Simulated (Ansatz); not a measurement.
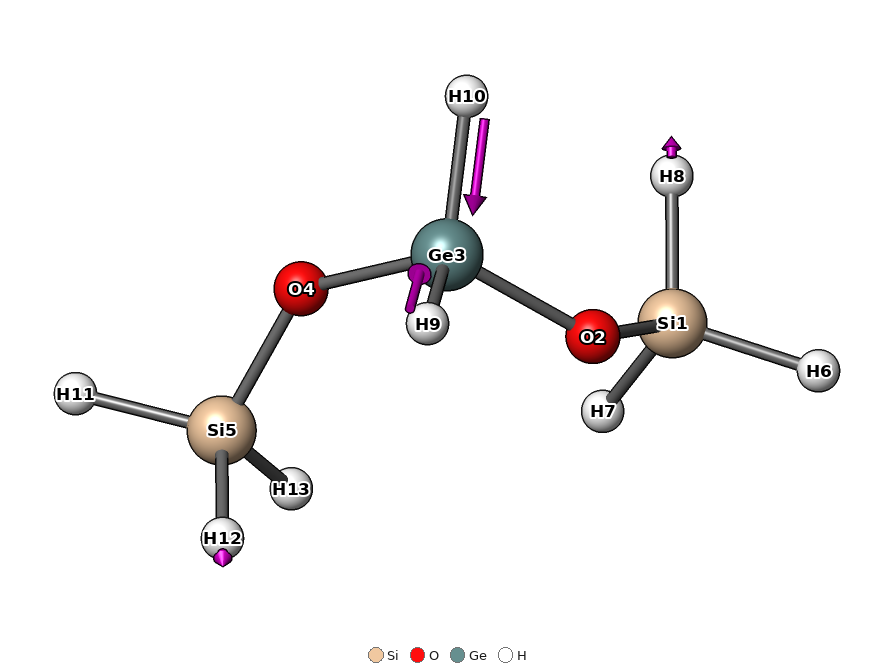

The arrows show one normal mode. Harmonic vibrations computed with RKS PBE0-D4/def2-TZVP (Ansatz 0.2.0) at a stationary point of the same level.

What kind of motion is it?

Mostly in-phase stretching of 2 Ge–H bonds.

At what wavenumber does it lie?

2189 cm⁻¹; it is mode 26 of 33 counted from the lowest.
